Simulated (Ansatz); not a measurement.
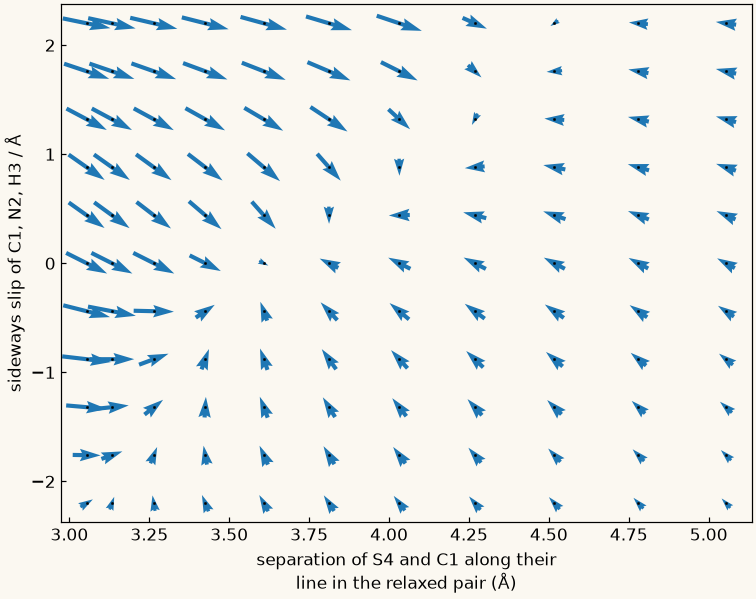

The pair CHN···CS₂. 
- Coordinates scanned: (1) separation of S4 and C1 along their line in the relaxed pair; (2) sideways slip of C1, N2, H3.
- Nothing is relaxed (both partners rigid).
- The scan uses an 11 × 11 grid.
- Points are written as (first, second).
- Computed with Ansatz, RKS PBE0-D4/def2-SVPD.

The picture shows dots at the grid points, arrows along the force (downhill), their lengths compressed.

**The arrows alone are given. Where is the energy lowest?**

The arrows converge at about (3.637 Å, 0.00 Å) (read from the interpolated surface).

The energy map of the same scan:

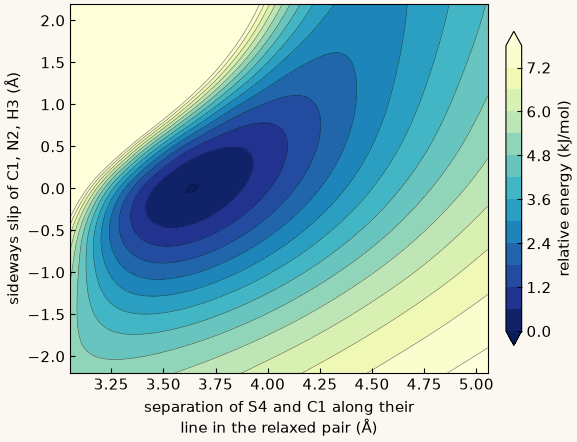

Energies are in kJ/mol, from the lowest grid point; between grid points the surface is interpolated.
